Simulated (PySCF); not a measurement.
**C8H20Si (Si(iPr)2Me2): density, localisation and related maps**

| atom | x (Å) | y (Å) | z (Å) |
| --- | --- | --- | --- |
| Si | -0.4176 | -0.0090 | -0.2913 |
| C | -0.4113 | 0.1717 | 1.6049 |
| C | 0.3543 | -0.9591 | 2.2895 |
| C | -1.8256 | 0.3046 | 2.1698 |
| H | 0.1220 | 1.1204 | 1.8061 |
| H | 1.4021 | -1.0167 | 1.9553 |
| H | -0.1087 | -1.9392 | 2.0859 |
| H | 0.3660 | -0.8306 | 3.3855 |
| H | -1.8074 | 0.4741 | 3.2600 |
| H | -2.3789 | 1.1420 | 1.7168 |
| H | -2.4151 | -0.6114 | 1.9974 |
| C | 1.3722 | -0.1636 | -0.9245 |
| C | 2.2556 | 0.9854 | -0.4401 |
| C | 1.4295 | -0.3033 | -2.4452 |
| H | 1.7577 | -1.1029 | -0.4839 |
| H | 2.2892 | 1.0518 | 0.6586 |
| H | 1.8939 | 1.9568 | -0.8168 |
| H | 3.2944 | 0.8700 | -0.7942 |
| H | 2.4646 | -0.4588 | -2.7947 |
| H | 0.8292 | -1.1516 | -2.8095 |
| H | 1.0544 | 0.6047 | -2.9463 |
| C | -1.2334 | 1.5087 | -1.0581 |
| H | -1.2018 | 1.4634 | -2.1581 |
| H | -0.7302 | 2.4371 | -0.7443 |
| H | -2.2910 | 1.5845 | -0.7611 |
| C | -1.3895 | -1.5499 | -0.7797 |
| H | -2.4158 | -1.5117 | -0.3813 |
| H | -0.9134 | -2.4660 | -0.3959 |
| H | -1.4650 | -1.6437 | -1.8743 |

Geometry: PBE0-D3(BJ)/def2-SVP.

All numbers below come from PySCF 2.14.0, PBE0/pcSseg-1, SCF density, gas phase, non-relativistic.

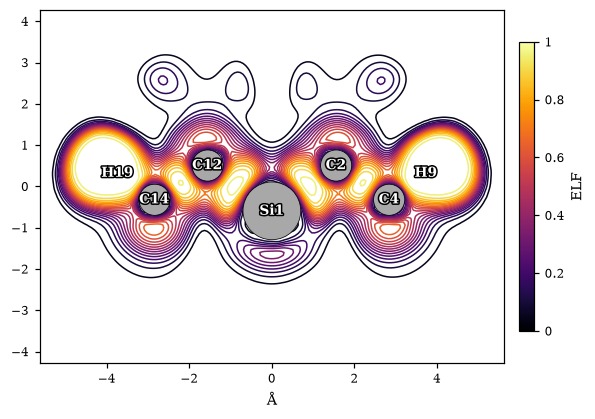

Figure 1. ELF on the plane of atoms Si1, C2 and C4. Grey discs cover the atomic cores.

Q: What does the map show?

A: Atoms in the plane: Si, C and H. C–C (1.53 Å): the ELF peaks at about 0.95 between the atoms; a shared electron pair. C–Si (1.90 Å): the ELF peaks at about 0.95 between the atoms; a shared electron pair. C–H (1.10 Å): the ELF climbs to about 1 towards the hydrogen, as it does in any bond to H (an ordinary covalent bond to hydrogen).

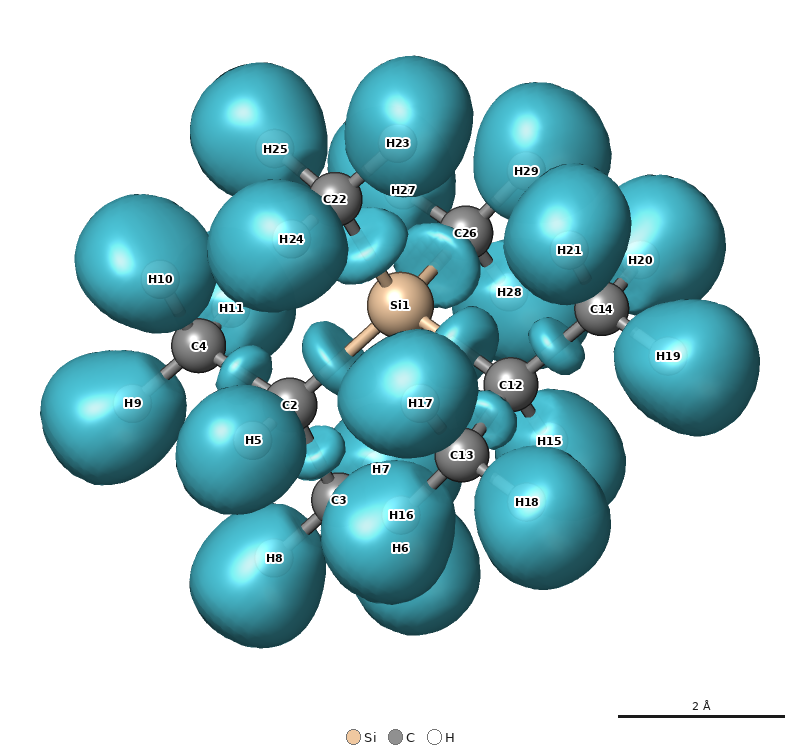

Figure 2. Isosurface of the ELF at 0.85 (cyan), seen at an oblique angle. Only the valence region is drawn (cores and ρ < 0.01 e/Å³ removed).

Q: Identify the bonds, lone pairs and shells in this picture.

A: The ELF exceeds this value in four regions between bonded C–C atoms (shared pairs), four regions between bonded C–Si atoms (shared pairs) and 20 regions around hydrogen nuclei. Profiles from the grid: C–Si (1.89 Å): the ELF peaks at about 0.95 between the atoms: a shared electron pair.

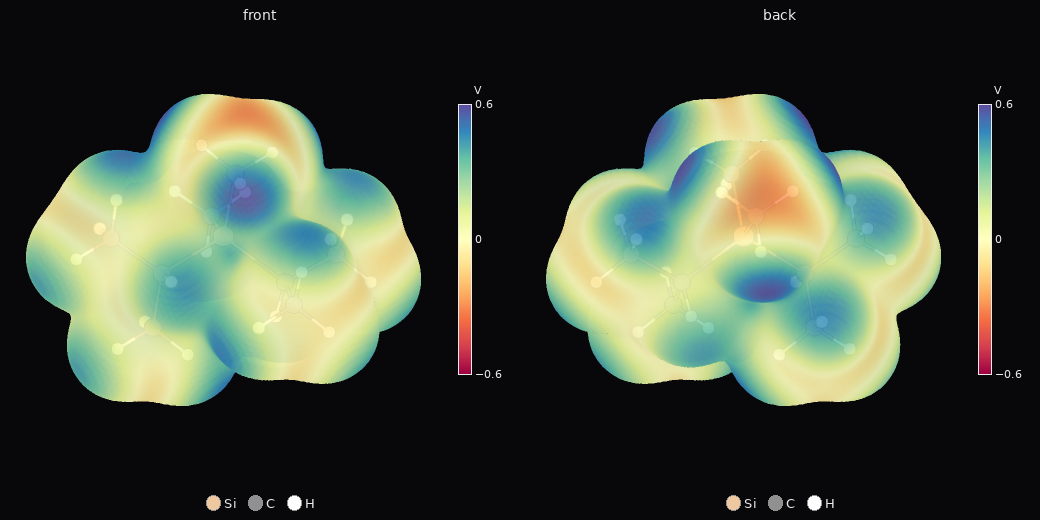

Figure 3. The electrostatic potential painted on the density surface at 0.002 e/bohr³, seen from the front and from behind; red is negative and blue positive.

Q: Describe the electrostatic potential map.

A: The most negative region (about −0.3 V) lies over C22 and C26, the most positive (about +0.6 V, or +14 kcal/mol for a unit charge) over the H atoms.

Q: How polar is the molecule by this calculation?

A: Its dipole moment is 0.02 D.
